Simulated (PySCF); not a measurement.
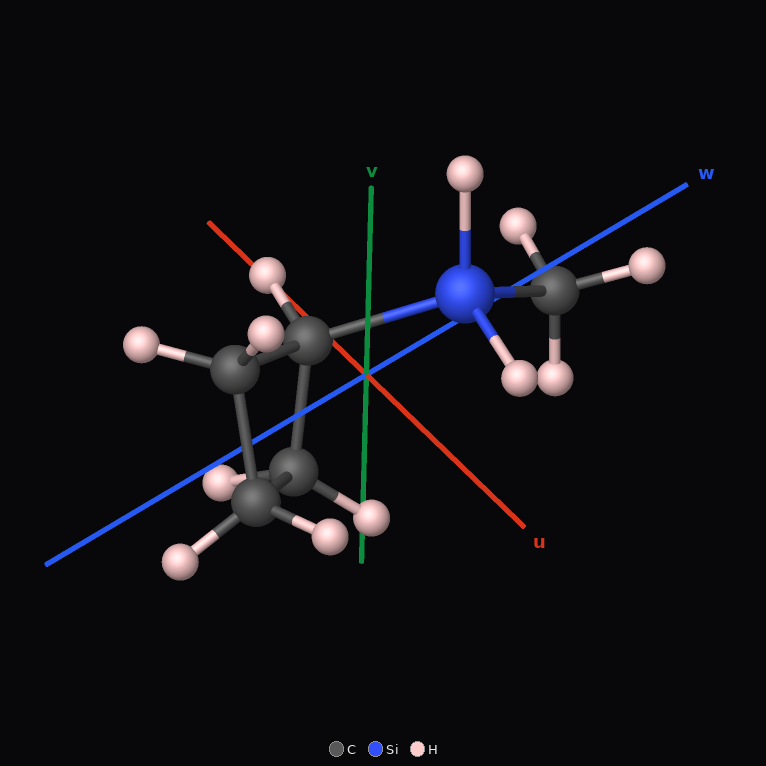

The lines u, v and w are the principal axes of the static dipole polarisability. Computed geometry: PBE0-D3(BJ)/def2-SVP optimisation. No frequency run is at hand to confirm it as a minimum. Level of theory: ωB97X-D/def2-SVPD (PySCF 2.14.0).

Question: Along which axis is the molecule most polarisable, and along which least?

Answer: Most along w, least along u.

Question: Give the three principal values.

Answer: u 75.8, v 82.6, w 96.2 bohr³; mean 84.9, anisotropy 18.0 bohr³.
